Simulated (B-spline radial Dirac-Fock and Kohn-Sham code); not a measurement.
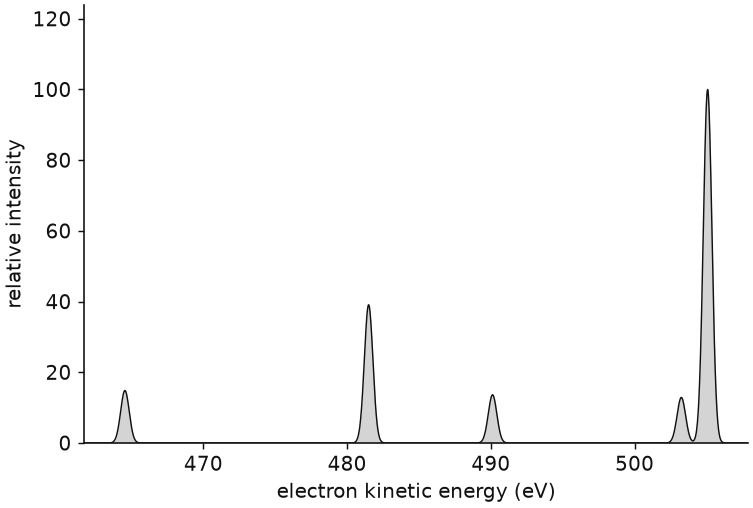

**Figure.** The Auger multiplet of a K hole with both final holes in L123, broadened by 0.70 eV full width. Kinetic energies count from the vacuum level; very weak lines are left out. Lines are named by their largest jj component, which in light atoms can differ from the customary names. System: the ion O²⁻, configuration [Ne], inside a Watson sphere of charge +2 and radius 1.42 Å that stands in for a crystal. Computed with a B-spline radial code: Dirac–Fock ΔSCF energies in intermediate coupling of the two holes, Coulomb rates, valence shells as spectators.

What can be read from it?

The strongest line is K-L2L3 J=2 at 505.1 eV (55 % of the multiplet), followed by K-L1L3 J=1 at 481.5 eV (22 %), K-L1L1 J=0 at 464.5 eV (8.2 %), K-L3L3 J=0 at 503.3 eV (7.1 %). The lines shown span 464.5 eV to 505.1 eV.
